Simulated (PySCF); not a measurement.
System: C4H6Si (silole).

```csv
atom,x (Å),y (Å),z (Å)
C,-1.0223,0.7975,-0.3617
C,0.2229,1.3117,-0.2770
Si,1.3491,-0.0939,0.2410
C,-0.0659,-1.3215,0.2945
C,-1.1801,-0.6414,-0.0494
H,-1.9007,1.3878,-0.6464
H,0.4395,2.3606,-0.4881
H,2.0158,0.1203,1.5626
H,2.4042,-0.4296,-0.7644
H,-0.0813,-2.3845,0.5420
H,-2.1738,-1.1004,-0.1063
```

Geometry: PBE0-D3(BJ)/def2-SVP.

All numbers below come from DFT single point, gas phase, functional M06-2X in PySCF 2.14.0, density-fitted response routines.

> What will maps of the electron density and electron localisation function show?

C–C (1.35 Å): ρ is about 2.3 e/Å³ halfway; the ELF peaks at about 0.95 between the atoms, as expected for a covalent bond.
C–Si (1.87 Å): ρ is about 0.94 e/Å³ halfway; the ELF peaks at about 0.95 between the atoms: a shared electron pair.
C–H (1.09 Å): the density is about 2 e/Å³ at the midpoint; the ELF climbs to about 1 towards the hydrogen, as it does in any bond to H: a covalent bond by its length.
C–C (1.48 Å): ρ at the midpoint is about 1.8 e/Å³; the ELF peaks at about 0.95 between the atoms (a shared electron pair).

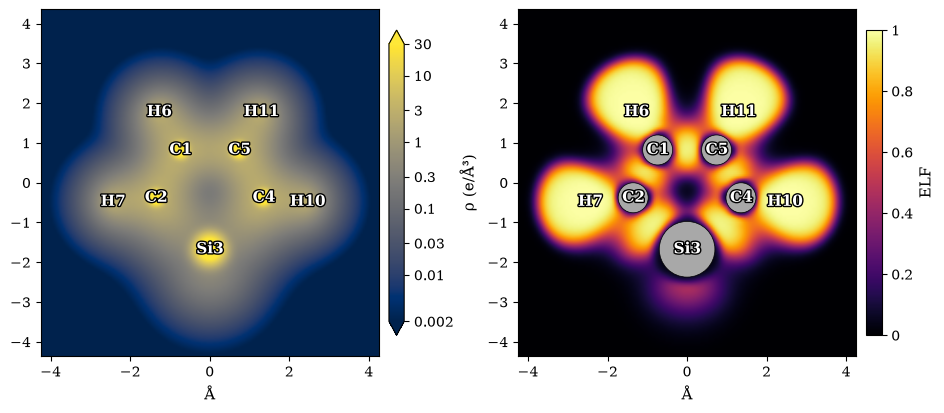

Computed electron density and electron localisation function on the plane of atoms C1, C2 and H7, in this order. Grey discs cover the atomic cores in the ELF map. 
